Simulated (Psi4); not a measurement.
# GeH2Cl (SMILES [Cl][GeH2]): UMP3/def2-TZVPP

Aim: the energy change on altering one bond length of GeH2Cl at UMP3/def2-TZVPP, from 2 runs. 

The results are computed with Psi4 1.11.

1 further run of the same task is left out (set aside as unsound or not needed).

## 1. The system as given

GeH2Cl: 4 atoms, total charge 0, spin state doublet. As SMILES, `[Cl][GeH2]`. The shape is that of a PBE0-D4/def2-TZVP optimisation.

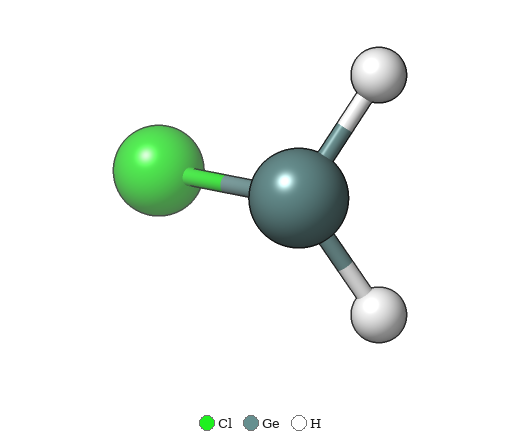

Viewed from a chosen angle; chlorine green, germanium teal, hydrogen white.

## 2. The energy at UMP3/def2-TZVPP

File calc.py:

```python
import psi4

psi4.set_memory(1600000000)
psi4.set_num_threads(1)
psi4.core.set_output_file('output.dat', False)

mol = psi4.geometry("""
0 2
Cl    -1.562900     0.305200     0.993500
Ge     0.106700    -0.451100    -0.141600
H      0.072700     0.259600    -1.514200
H      1.383400    -0.113700     0.662300
symmetry c1
no_reorient
no_com
""")

psi4.set_options({
    'basis': 'def2-TZVPP',
    'reference': 'uhf',
    'puream': True,
    'e_convergence': 1e-09,
    'd_convergence': 1e-08,
    'scf_type': 'pk',
    'num_frozen_docc': 14,
    'maxiter': 200,
    'mp_type': 'conv',
})

e_tot, wfn = psi4.energy('mp3', molecule=mol, return_wfn=True)
print(f'mp3 energy: {e_tot:.10f} Eh')
for k, v in sorted(psi4.core.scalar_variables().items()):
    print(f'{k:45s} {v:18.10f}')
```

Run with:

```bash
$ python calc.py
```

output.dat, shortened:

```text
[...]
  Running in c1 symmetry.
[...]
  Nuclear repulsion =  161.647276263878894
[...]
  Multiplicity = 2
[...]
  Nalpha       = 26
  Nbeta        = 25
[...]
    Number of basis functions: 118
[...]
   @UHF iter   1: -2534.74566429354536   -2.89789e+00   2.32565e-02 ADIIS/DIIS
[...]
   @UHF iter  15: -2536.05288825143452   -5.00222e-12   6.50485e-09 DIIS
[...]
   @S^2 Observed:                7.549644595E-01
[...]
    Orbital Energies [Eh]
    ---------------------
    Alpha Occupied:
       1A   -405.275064     2A   -104.821333     3A    -52.181025
       4A    -46.270291     5A    -46.268114     6A    -46.267122
       7A    -10.550232     8A     -8.018087     9A     -8.015818
      10A     -8.015505    11A     -7.226577    12A     -5.205273
      13A     -5.199970    14A     -5.197197    15A     -1.676810
      16A     -1.675094    17A     -1.672132    18A     -1.670780
      19A     -1.669102    20A     -1.084879    21A     -0.735233
      22A     -0.524909    23A     -0.516307    24A     -0.479597
      25A     -0.447376    26A     -0.350039
    Alpha Virtual:
[...]
  @UHF Final Energy: -2536.05288825143452
   => Energetics <=
    Nuclear Repulsion Energy =            161.6472762638788936
    One-Electron Energy =               -3853.8802904418007529
    Two-Electron Energy =                1156.1801259264877899
    Total Energy =                      -2536.0528882514345241
  UHF NO Occupations:
  HONO-2 :   24  A 1.9996316
  HONO-1 :   25  A 1.9984082
[...]
 Multipole Moments:
 ------------------------------------------------------------------------------------
     Multipole            Electronic (a.u.)      Nuclear  (a.u.)        Total (a.u.)
 ------------------------------------------------------------------------------------
 L = 1.  Multiply by 2.5417464519 to convert [e a0] to [Debye]
 Dipole X            :         41.6281913          -41.0047893            0.6234021
 Dipole Y            :         16.8985124          -17.1982085           -0.2996960
 Dipole Z            :        -22.1706765           21.7439447           -0.4267319
 Magnitude           :                                                    0.8127410
[...]
	SCS-MP2 Total Energy (a.u.)        : -2536.46377345294059
	SOS-MP2 Total Energy (a.u.)        : -2536.45641000472233
[...]
	SOS-PI-MP2 Total Energy (a.u.)     : -2536.48745013959024
[...]
	MP2 Total Energy (a.u.)            : -2536.47850034937665
[...]
	SCS-MP3 Total Energy (a.u.)        : -2536.46825484997498
[...]
	MP3 Total Energy (a.u.)            : -2536.49642593751423
[...]
```

It took 33 s on 1 thread of Intel Xeon 6975P-C (Granite Rapids), shared host; peak memory 1.4 GiB.

## 3. The distorted shape, same level

File clgeh2.in:

```
memory 1600 MB

molecule system {
  0 2
  Cl    -2.898609     0.910253     1.901600
  Ge     0.106700    -0.451100    -0.141600
  H      0.072700     0.259600    -1.514200
  H      1.383400    -0.113700     0.662300
  symmetry c1
}

set reference uhf
set puream true
set e_convergence 1e-09
set d_convergence 1e-08
set scf_type pk
set num_frozen_docc 14
set maxiter 200
set mp_type conv

energy("mp3/def2-TZVPP")
print_variables()
```

Run with:

```bash
$ psi4 -n 1 clgeh2.in clgeh2.out
```

clgeh2.out, shortened:

```text
[...]
  Running in c1 symmetry.
[...]
  Nuclear repulsion =  100.226493895544621
[...]
  Multiplicity = 2
[...]
  Nalpha       = 26
  Nbeta        = 25
[...]
    Number of basis functions: 118
[...]
   @UHF iter   1: -2534.80822234083689   -3.55662e+00   2.23960e-02 ADIIS/DIIS
[...]
   @UHF iter  26: -2535.95233036929085   -2.77396e-11   8.16767e-09 DIIS
[...]
   @S^2 Observed:                1.279944423E+00
[...]
  @UHF Final Energy: -2535.95233036929085
   => Energetics <=
    Nuclear Repulsion Energy =            100.2264938955446212
    One-Electron Energy =               -3731.3059564981135736
    Two-Electron Energy =                1095.1271322332781892
    Total Energy =                      -2535.9523303692908485
  UHF NO Occupations:
  HONO-2 :   24  A 1.9958102
  HONO-1 :   25  A 1.6957413
[...]
 Multipole Moments:
 ------------------------------------------------------------------------------------
     Multipole            Electronic (a.u.)      Nuclear  (a.u.)        Total (a.u.)
 ------------------------------------------------------------------------------------
 L = 1.  Multiply by 2.5417464519 to convert [e a0] to [Debye]
 Dipole X            :          4.2531790           -3.9623913            0.2907877
 Dipole Y            :         -3.4304169            3.4283664           -0.0020505
 Dipole Z            :         -3.1492990            2.9739002           -0.1753987
 Magnitude           :                                                    0.3395974
[...]
	SCS-MP2 Total Energy (a.u.)        : -2536.33238610486205
	SOS-MP2 Total Energy (a.u.)        : -2536.32821514420402
[...]
	SOS-PI-MP2 Total Energy (a.u.)     : -2536.35712935765878
[...]
	MP2 Total Energy (a.u.)            : -2536.34072802617720
[...]
	SCS-MP3 Total Energy (a.u.)        : -2536.33892481126531
[...]
	MP3 Total Energy (a.u.)            : -2536.36688285178980
[...]
```

Wall time 32 s (1 thread of Intel Xeon 6975P-C (Granite Rapids), shared host); peak memory 1.4 GiB.

## 4. Summary of results

Level: UMP3/def2-TZVPP, 14 core orbitals frozen.

```
                                                                   quantity           value
                                                  first shape: total energy  -2536.49643 Eh
    first shape: HOMO energy (Hartree–Fock orbitals) (highest over α and β)        -9.53 eV
     first shape: LUMO energy (Hartree–Fock orbitals) (lowest over α and β)         0.54 eV
                  first shape: correlation energy (14 core orbitals frozen)      -443.5 mEh
                             first shape: ⟨S²⟩ of the reference determinant           0.755
                                              distorted shape: total energy  -2536.36688 Eh
distorted shape: HOMO energy (Hartree–Fock orbitals) (highest over α and β)        -9.11 eV
 distorted shape: LUMO energy (Hartree–Fock orbitals) (lowest over α and β)        -0.92 eV
              distorted shape: correlation energy (14 core orbitals frozen)      -414.6 mEh
                         distorted shape: ⟨S²⟩ of the reference determinant           1.280
        energy change with the Cl1–Ge2 bond stretched from 2.156 to 3.881 Å        3.525 eV
```

In words: With the Cl1–Ge2 bond stretched from 2.156 to 3.881 Å the energy rises by 3.53 eV (340 kJ/mol). The first shape isn't relaxed at this level, so the change isn't measured from a minimum. ⟨S²⟩ (distorted shape) is 1.28 where a pure doublet has 0.75: the reference is spin-contaminated.
